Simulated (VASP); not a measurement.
Here is the system:

```
CELL_PARAMETERS angstrom
      3.99074     0.00000     0.00000
      0.00000     3.99074     0.00000
      0.00000     0.00000     4.10588
ATOMIC_POSITIONS crystal
  Ba 0.00000 0.00000 0.00345
  Ti 0.50000 0.50000 0.52153
  O  0.50000 0.50000 0.96923
  O  0.00000 0.50000 0.48490
  O  0.50000 0.00000 0.48490
```

Level of theory: r2SCAN meta-GGA, VASP's PBE PAW potentials (set 64) (plane waves; VASP 6.6.1). Numerical set-up: 520 eV cut-off, 6×6×6 Γ-centred mesh, tetrahedra with Blöchl corrections, potentials Ba_sv Ti_sv O.

Unless said otherwise, spin-orbit coupling is left out, though it shifts the bands of the heavy elements here.

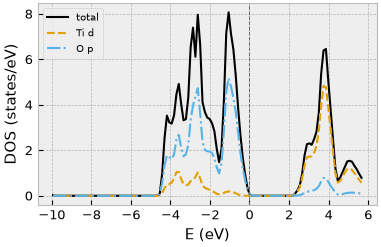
*Total and projected density of states, zero at the valence-band maximum*

Within 2 eV below the valence-band maximum the largest weight inside VASP's projection spheres is O p.

The gap is indirect, 2.18 eV, from the valence maximum at A to the conduction minimum at Γ.

The compound is BaTiO3 in the tetragonal perovskite structure. It was relaxed first.
